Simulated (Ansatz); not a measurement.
La$_{2}$GaP$_{3}$

```yaml
crystal:
  lattice:
    - [6.10976, -3.13796, -0.50493]
    - [5.97553, 2.91907, -0.71317]
    - [-0.98169, -0.25314, 8.07775]
  atoms:
    - { symbol: La, position: [0.68924, 0.65468, 0.33393] }
    - { symbol: La, position: [0.32719, 0.32529, 0.19528] }
    - { symbol: Ga, position: [0.87070, 0.08271, 0.94498] }
    - { symbol: P, position: [0.85179, 0.86342, 0.14950] }
    - { symbol: P, position: [0.49700, 0.50017, 0.00806] }
    - { symbol: P, position: [0.15733, 0.14382, 0.38231] }
    - { symbol: La, position: [0.68928, 0.65465, 0.83393] }
    - { symbol: La, position: [0.32720, 0.32528, 0.69527] }
    - { symbol: Ga, position: [0.87068, 0.08271, 0.44498] }
    - { symbol: P, position: [0.85179, 0.86341, 0.64950] }
    - { symbol: P, position: [0.49698, 0.50018, 0.50806] }
    - { symbol: P, position: [0.15737, 0.14379, 0.88231] }
```

Space group P1; a structure from a database of computed crystals, not necessarily the ambient phase; started from the Li2HfO3-12 prototype, which need not be the ambient phase; changed on purpose from its base cell (shaken).

These are results of DFT, PBEsol, plane waves, PAW (Ansatz 0.2.0), not measurements.

What will maps of the valence pseudo-density and electron localisation function show?

Ga–P (2.52 Å): ρ is about 0.41 e/Å³ halfway; the ELF peaks at about 0.85 in the valence shell of P, 0.9 Å from its nucleus, and is about 0.70 at the midpoint.
La–P (2.85 Å): ρ is about 0.33 e/Å³ halfway; the ELF peaks at about 0.85 in the valence shell of P, 0.9 Å from its nucleus, and drops to about 0.30 between the two atoms.
La–P (2.97 Å): ρ is about 0.24 e/Å³ halfway; the ELF peaks at about 0.75 in the valence shell of P, 0.9 Å from its nucleus, and drops to about 0.20 between the two atoms.

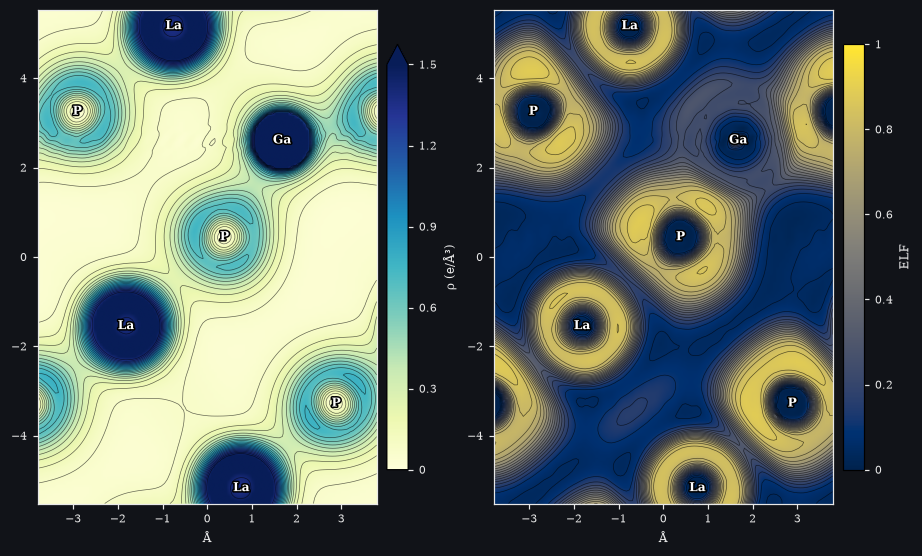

Computed valence pseudo-density and electron localisation function on the (011) plane of the calculation cell, in this order. 

In a PAW calculation such maps are meaningful between the atoms, not at the nuclei.
